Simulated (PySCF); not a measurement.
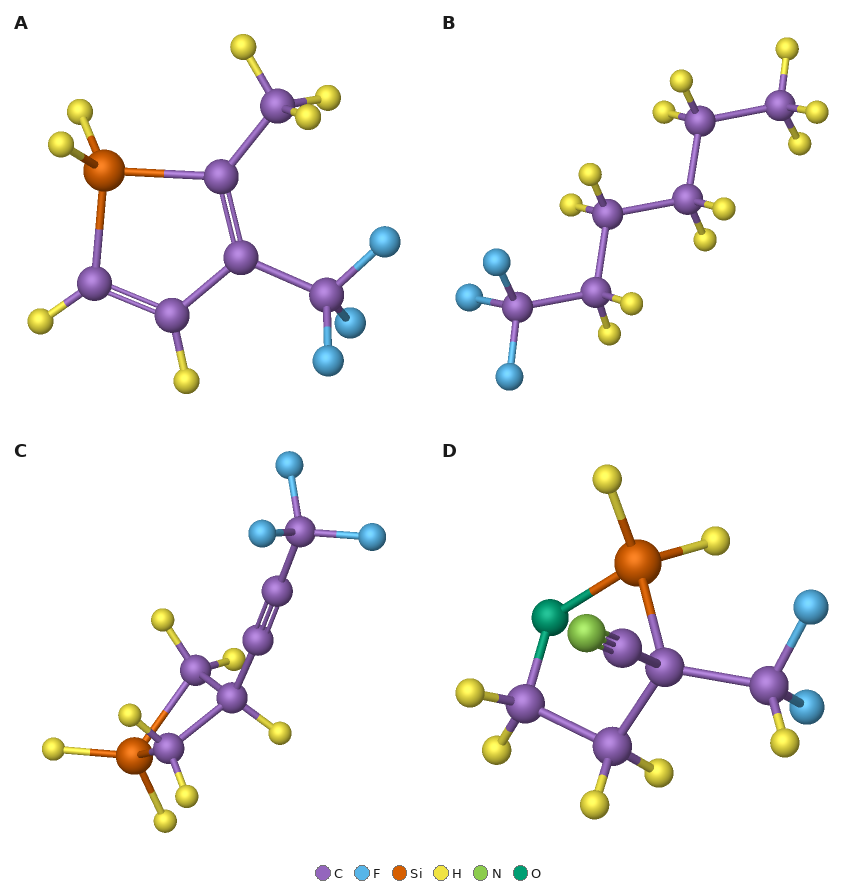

Figure made from data computed with PySCF.

```xyz
17
charge 0, multiplicity 1
C     0.7049    1.9820    0.2560
C    -0.0720    0.7134    0.0894
C     0.3948   -0.5498   -0.0655
C     1.8371   -0.9645   -0.1227
F     2.1409   -1.4705   -1.3260
F     2.0941   -1.9251    0.7755
F     2.6855    0.0377    0.1121
C    -0.6056   -1.6370   -0.2117
C    -1.9091   -1.2952   -0.1739
Si   -1.9571    0.5510    0.0724
H     1.4015    2.1451   -0.5803
H     1.3154    1.9609    1.1721
H     0.0405    2.8552    0.3160
H    -0.2548   -2.6665   -0.3429
H    -2.7078   -2.0311   -0.2773
H    -2.5629    0.9953    1.3656
H    -2.5883    1.3296   -1.0367
```

**Which panel shows the molecule in this file?**

A. The file holds C6H7F3Si, `CC1=C(C(F)(F)F)C=C[SiH2]1`.
